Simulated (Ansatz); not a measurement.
# The perfect Ir wire along [110], 8 atoms a period, part 2 of 2

What gap, if any, does the Ir wire along [110], 8 atoms a period have, and how many channels would it open?

Ansatz 0.2.0; DFT PBE, plane waves, PAW; relaxation of a wire's period; PAW set soft_1 (the session's first sound run).

So far: Starting point; Relaxing the period.

## 2. Relaxing the period (continued)

Step by step:

| step | energy less that of the first step (eV) | largest force component (eV/Å) | pressure (GPa) | volume (Å³) |
| --- | --- | --- | --- | --- |
| 1 | 0.0000 | 2.2027 | -8.89 | 358.35 |
| 2 | -1.7300 | 0.9946 | 2.41 | 342.20 |
| 3 | -2.1606 | 0.4944 | -0.84 | 341.26 |
| 4 | -2.2624 | 0.1854 | -0.37 | 340.52 |
| 5 | -2.2757 | 0.0359 | -0.05 | 341.99 |
| 6 | -2.2762 | 0.0266 | 0.07 | 342.31 |
| 7 | -2.2764 | 0.0010 | -0.04 | 342.47 |
| 8* | -2.2733 | 0.0010 | -0.03 | 342.47 |

Relaxation steps marked * repeat the geometry before them on a plane-wave basis chosen anew for their cell, so energy and pressure can jump there.

Forces are held to the 8 operations that the run works with; a distortion that breaks them can't arise in this run.

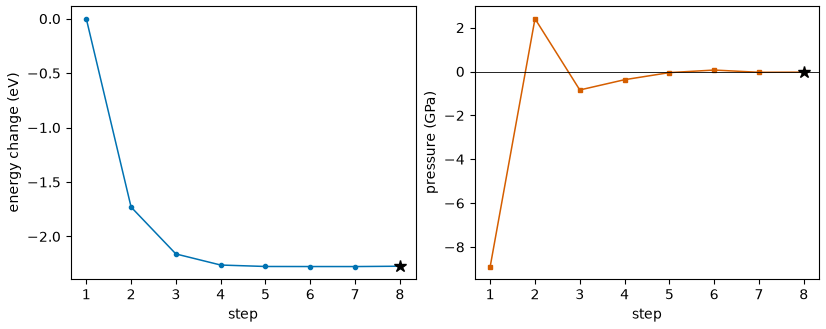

Energy and pressure along the relaxation. Stars mark steps on a basis chosen anew.

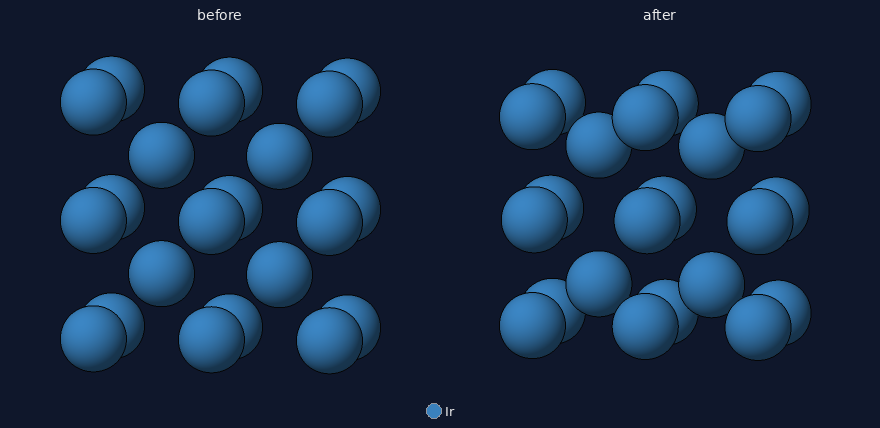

Before and after, at one scale.

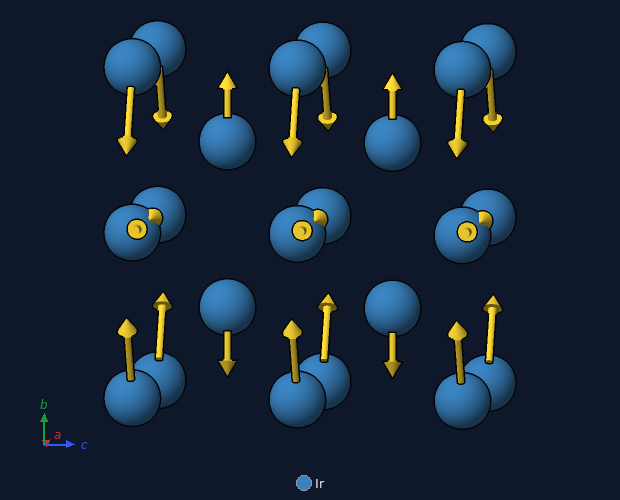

Displacements in the relaxation, exaggerated, measured against the changing cell; the longest in the cell stands for 0.38 Å. 1×1×2 cells are drawn. Some periodic images of atoms are drawn too.

| cell as run | before | after | change |
| --- | --- | --- | --- |
| c (Å) | 2.737 | 2.615 | -4.4 % |

The atoms that moved most (Å, along periodic axes as changes of fractional coordinates times the final cell, across vacuum about the mean position):

```
atom      dx      dy     dz  length
 Ir7  -0.207  -0.322  0.000   0.383
 Ir8   0.207  -0.322  0.000   0.383
 Ir1  -0.207   0.322  0.000   0.383
 Ir3   0.207   0.322  0.000   0.383
 Ir5   0.000  -0.234  0.000   0.234
 Ir6   0.000   0.234  0.000   0.234
 Ir4  -0.194   0.000  0.000   0.194
 Ir2   0.194   0.000  0.000   0.194
```

Final coordinates:

```cif
data_structure
_symmetry_space_group_name_H-M 'P 1'
_symmetry_Int_Tables_number 1
_cell_length_a 10.6700
_cell_length_b 12.2730
_cell_length_c 2.6153
_cell_angle_alpha 90.000
_cell_angle_beta 90.000
_cell_angle_gamma 90.000
_cell_volume 342.47
loop_
_atom_site_label
_atom_site_type_symbol
_atom_site_fract_x
_atom_site_fract_y
_atom_site_fract_z
_atom_site_occupancy
Ir1 Ir 0.29923 0.30330 0.00000 1
Ir2 Ir 0.33684 0.50000 0.00000 1
Ir3 Ir 0.70077 0.30330 0.00000 1
Ir4 Ir 0.66316 0.50000 0.00000 1
Ir5 Ir 0.50000 0.36944 0.50000 1
Ir6 Ir 0.50000 0.63056 0.50000 1
Ir7 Ir 0.29923 0.69670 0.00000 1
Ir8 Ir 0.70077 0.69670 0.00000 1
```

Numbers from this step:

- energy at zero smearing: -95482.9497 eV
- cell length along the wire: 2.615 Å

The cell's length comes to 2.615 Å with spin left out.

## 3. The wire at its relaxed period

This step: DFT PBE, plane waves, PAW; bands of a perfect wire; PAW set soft_1 (Ansatz 0.2.0).

At the relaxed period the bands are computed along the axis; those that cross an energy going forward count the channels that a perfect wire would open there.

Contents of input.yaml:

```yaml
crystal:
  lattice:
    - [10.67, 0.0, 0.0]
    - [0.0, 12.273, 0.0]
    - [0.0, 0.0, 2.6152507748]
  atoms:
    - { symbol: Ir, position: [0.299230643, 0.303303744, 0.0] }
    - { symbol: Ir, position: [0.336835201, 0.5, 0.0] }
    - { symbol: Ir, position: [0.700769357, 0.303303744, 0.0] }
    - { symbol: Ir, position: [0.663164799, 0.5, 0.0] }
    - { symbol: Ir, position: [0.5, 0.369443897, 0.5] }
    - { symbol: Ir, position: [0.5, 0.630556103, 0.5] }
    - { symbol: Ir, position: [0.299230643, 0.696696256, 0.0] }
    - { symbol: Ir, position: [0.700769357, 0.696696256, 0.0] }
kpoints:
  mp_grid: { grid: [1, 1, 31] }
  band_path: { path: ["Γ", Z], npoints: 90 }
scf:
  occupations: { method: fermi_dirac, width: 0.05 }
hamiltonian:
  xc: pbe
  pseudopotentials: { kind: paw, azcp: { folder: soft_1 } }
output:
  dos: { e_range: [-5, 4] }
  write_potential: true
  write_density: true
  volumetric_format: npy
```

The run is started by

```sh
> ansatz run input.yaml --threads 4 --pin off --max-ram 16384MiB --backend cpu --events-out ev --progress --plain --runs-dir out
```

Numbers of over 12 decimals in the logs are rounded to 6 here.

Log:

```text
[...]
Crystal: 8 atoms, lattice volume = 342.475 Å³
Basis set: ecut = 420 eV, 6711 PW (Γ)
Bands: 82, of which v1, the nominal top of the filled ones, is band 68 counted from 1 (67 counted from 0)
Symmetry: 8 space group operations
[...]
k-points: 16 of 31
[...]
SCF iter   1: F=—  HF=-95485.264022 eV  |F-HF|=—  |Δ(HF+E_count)|=         —  Δρ=3.58e-2  dr2=1.02e1  ethr=3.10e-3  ⟨swp⟩=7.8  Hψ=5643  notcnv=0  defer=7
[...]
SCF iter  11: F=-95482.997102 eV  HF=-95482.997102 eV  |F-HF|=6.74e-9  |Δ(HF+E_count)|=   1.29e-7  Δρ=1.99e-6  dr2=1.83e-8  ethr=7.35e-11  ⟨swp⟩=11.0  Hψ=3946  notcnv=0
SCF 1 converged in 11 iterations: F = -95482.997102 eV  dr2 = 1.83e-8
[...]
NSCF: frozen V_eff on 91 k-points
WARN: The output density's exchange-correlation potential varies sharply where the density is thin. Do not read a vacuum level from v_tot or v_xc, or from such a field of the output density. On a cell that repeats whose density bears no net charge and no dipole along the vacuum's axis use v_es (v_loc + v_h of the components); under efield.dipole_correction with no amplitude use v_es + v_field, which holds any externa [...]
SCF converged after 11 iterations
Free energy (F): -95482.997102 eV
[...]
Internal energy: -95482.899687 eV  (E = F + TS)
E sigma→0 (E₀):  -95482.948395 eV
Entropy (-TS):   -0.097415 eV (-12.177 meV/atom)
Fermi energy:    5.189323 eV
[...]
--- Band table (eV; the first three rows and the last of 16) ---
  k-point 0: bands = [... 64 lower, 4.7707, 4.8381, 5.0143, 5.1077, 5.2479, 5.2925, 5.5153, 5.7435, ... 10 higher]
  k-point 1: bands = [... 64 lower, 4.6905, 4.8254, 5.0477, 5.1925, 5.2378, 5.3281, 5.5358, 5.6124, ... 10 higher]
  k-point 2: bands = [... 64 lower, 4.4938, 4.9445, 4.9814, 5.0586, 5.3246, 5.3646, 5.4938, 5.5263, ... 10 higher]
  k-point 15: bands = [... 64 lower, 5.0628, 5.6026, 5.7012, 5.8154, 5.9502, 6.3592, 6.9436, 7.1510, ... 10 higher]
```

It took 32 s on 4 threads of Arm Neoverse V1, shared host; peak memory 1.5 GiB; 2.1 min of CPU time.

Reading the cycles: dr2 is the Hartree energy of the density residual (eV), the measure of convergence; HF is the Harris–Foulkes estimate of the energy, which meets the free energy F at convergence.

This step gave:

* energy at zero smearing: -95482.9484 eV
* band gap: 0 eV

Electronic bands along the path, in eV, zero at the Fermi level:

```csv
point,band 65,band 66,band 67,band 68,band 69,band 70,band 71,band 72
Γ,-0.42,-0.35,-0.17,-0.08,0.06,0.10,0.33,0.55
Z,-0.13,0.42,0.51,0.64,0.77,1.18,1.80,1.98
```

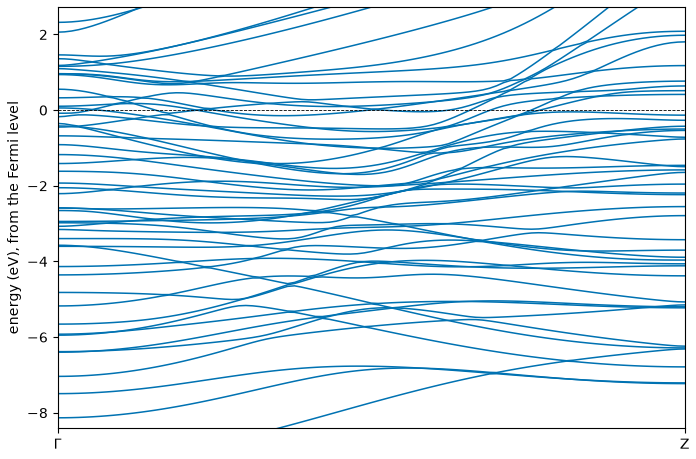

Electronic bands along the path.

Between Γ and Z the bands cross the Fermi level 11 times, so a perfect wire would conduct at least 11 G₀, with spin left out.

## 4. Summary of results

```yaml
cell_length_pbe: 2.615 Å
ballistic_conductance_by_band_crossings_a_lower_bound_pbe: 11 G₀
```

**Reading.** Under PBE the cell's length is 2.62 Å, and the bands cross the Fermi level 11 times between Γ and Z, which gives a perfect wire at least 11 G₀ (opposite crossings within one step of the path cancel in such a count). No spin was allowed, though thin wires with open d shells can turn magnetic. Spin-orbit coupling is left out, which matters for the bands of heavy atoms.

[Logs are printed without paths, hosts, clocks, repeated set-up lines and the standing remarks that a program may print on its own settings, such as how far it seeks lower states.]

[Hosts, paths, dates, database ids (printed as entryN), source tags and the programs' standing remarks are cut or masked in the printed files.]
